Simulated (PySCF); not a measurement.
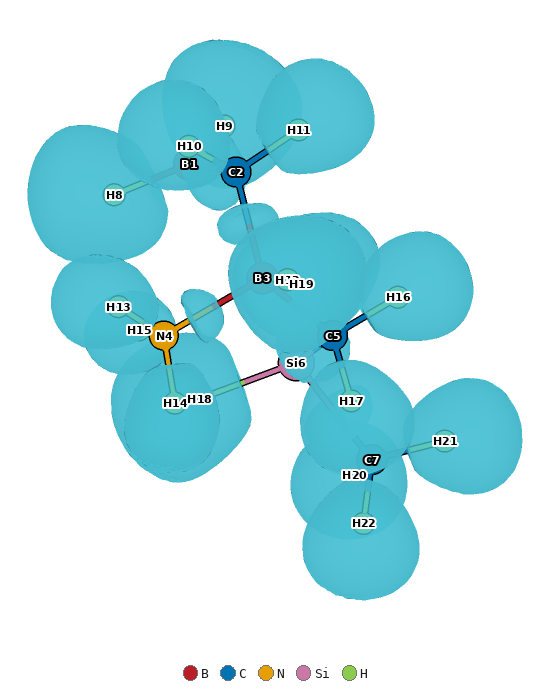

Figure 1: C3H15B2NSi. Isosurface of the electron localisation function at 0.85 (cyan), seen at an oblique angle. Only the valence region is drawn (cores and ρ < 0.01 e/Å³ removed).

Geometry: GFN2-xTB.

All numbers below come from PBE0/pcSseg-1, SCF density, gas phase, non-relativistic (PySCF).

Input file:

```
{"job": {"kind": "nmr", "xc": "PBE0", "basis": "pcSseg-1"}, "charge": 0, "multiplicity": 1}
B     -1.726701    -1.583638     0.576996
C     -2.050223    -0.711496    -0.660863
B     -1.117690     0.640887    -0.846714
N     -1.327286     1.502778     0.540321
C      0.486386     0.387210    -0.978471
Si     1.429097    -0.409514     0.455986
C      3.292638    -0.081841     0.259571
H     -1.920311    -1.169930     1.666129
H     -1.327274    -2.681311     0.487103
H     -3.072930    -0.329475    -0.584244
H     -2.005755    -1.274981    -1.592149
H     -1.533257     1.344063    -1.720428
H     -2.300945     1.767111     0.643108
H     -0.733156     2.324623     0.531160
H     -1.055679     0.884566     1.298773
H      0.660036    -0.235659    -1.858469
H      0.972982     1.339976    -1.218895
H      1.052505     0.204417     1.762904
H      1.224445    -1.854319     0.584075
H      3.863476    -0.563553     1.047299
H      3.660010    -0.460329    -0.689610
H      3.519219     0.979801     0.295569
```

Run with:

```sh
OMP_NUM_THREADS=1 python probes_run.py task.json out
```

### What do the ELF domains correspond to?

The surface consists of three regions between bonded B–C atoms (shared pairs), one region between bonded B–N atoms (shared pairs), two regions between bonded C–Si atoms (shared pairs) and 15 regions around hydrogen nuclei. Profiles from the grid: C–B (1.55 Å): the ELF peaks at about 0.95 between the atoms, as expected for a covalent bond. B–N (1.65 Å): the ELF peaks at about 0.95 between the atoms, as expected for a polar covalent bond.
